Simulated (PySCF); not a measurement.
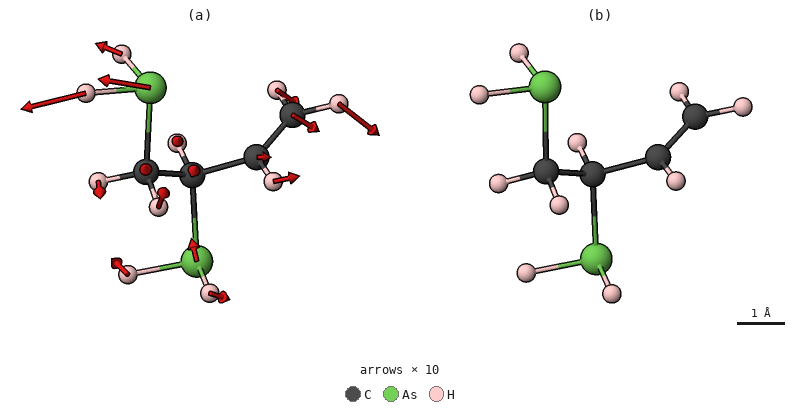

The structure of C₄H₁₀As₂ before (left) and after (right) a relaxation, at one scale. The red arrows give the displacements, 10 times their true length.

A ball-and-stick model, seen at a tilt.

The start comes from GFN2-xTB.

These are results of PBE0-D3(BJ)/def2-SVP geometry optimisation, gas phase in PySCF, not measurements. 

> Describe what moved and what it gained.

An H atom moves most after the best rigid fit: 0.15 Å. By element the largest moves are H 0.15 Å, As 0.12 Å, C 0.08 Å. Some distances before and after: As–H 1.504 → 1.528 Å, C–H 1.077 → 1.093 Å, C–C 1.324 → 1.335 Å, C–C 1.490 → 1.495 Å. Among the angles between lasting bonds that change: As–C–H 106.6° → 103.8°, H–As–H 89.2° → 91.9°, C–C–C 110.6° → 113.2°. The energy falls by 6.96 kJ/mol in 4 geometry steps. The largest force component goes from 0.54 to 0.015 eV/Å.
